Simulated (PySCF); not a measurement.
C₃H₅, charge +1, SMILES `C=C[CH2+]`.

Computed with PySCF, B3LYP/6-31G*, geometry: GFN2-xTB. No frequency check shows the geometry to be a minimum. A basis without diffuse functions makes polarisabilities too small.

Geometry (Å), atoms numbered from 1:

```
C1       1.1966   -0.2062    0.0000
C2       0.0000    0.4769    0.0000
C3      -1.1966   -0.2063    0.0000
H4       1.2310   -1.2913    0.0000
H5       2.1469    0.3170    0.0000
H6      -0.0004    1.5624    0.0000
H7      -1.2309   -1.2913    0.0000
H8      -2.1469    0.3169    0.0000
```

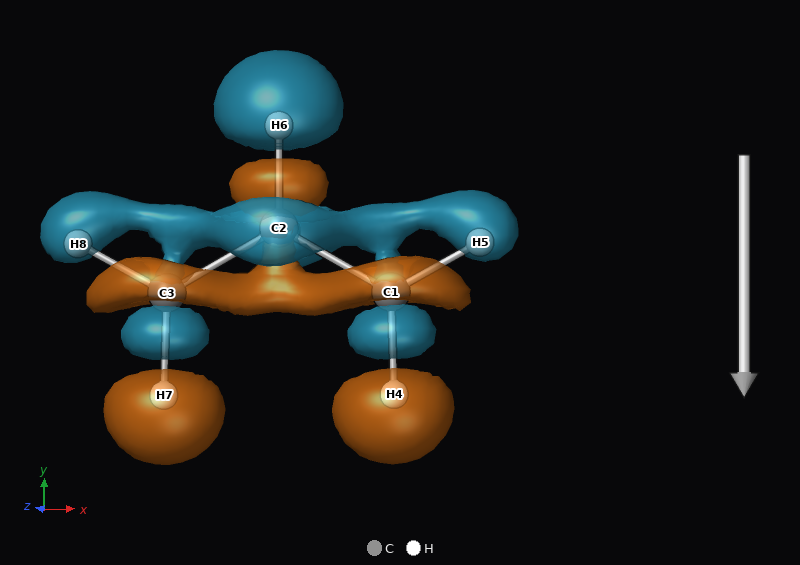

Change of the electron density in a uniform field of 0.51 V/Å along −y (arrow), surfaces at ±0.005 e/Å³ (light blue: gain, orange: loss).

The field was applied in both directions; the picture shows the one opposite to the script's first.

### What dipole is induced, and what polarisability does it imply?

The induced dipole is 0.68 D (along the field); α along this axis, from the fields in both directions, is 27 bohr³ (4.0 Å³).
